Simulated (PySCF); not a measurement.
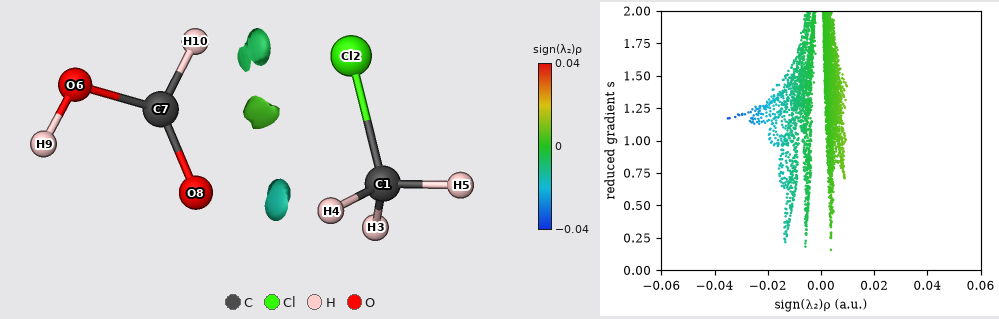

C$_{2}$H$_{5}$ClO$_{2}$, SMILES `CCl.OC=O`. Non-covalent interaction surfaces between the fragments (reduced density gradient s = 0.4, coloured by sign(λ₂)ρ in a.u.; trimmed to the region between the fragments where ρ is under 0.06 a.u.). Fragment A: H3CCl (atoms 1–5); fragment B: H2CO2. The plot gives s against sign(λ₂)ρ for grid points between the fragments.

Level of theory: PBE/aug-cc-pVDZ (PySCF), at a geometry from GFN2-xTB. GFN2-xTB bond lengths at metals and heavier atoms can be off by up to 0.1 Å and shapes distorted, which carries into these values.

### Interpret the surfaces between the fragments.

Bond critical points between the fragments: H4···O8, weak C–H hydrogen bond, 2.29 Å, ρ = 0.014 a.u.; Cl2···H10, weak C–H hydrogen bond, 2.99 Å, ρ = 0.006 a.u. All are weak and appear green, as weak hydrogen bonds do. Several contacts close a ring, whose ring point adds a part with positive λ₂ between them. The pose is a local one from a semi-empirical search, not shown to be the most stable.

### How strongly are they bound?

The counterpoise-corrected interaction energy of the frozen fragments is −2.3 kcal/mol without dispersion correction and −3.3 kcal/mol with D3(BJ). The pair geometry is semi-empirical, not a minimum at this level.
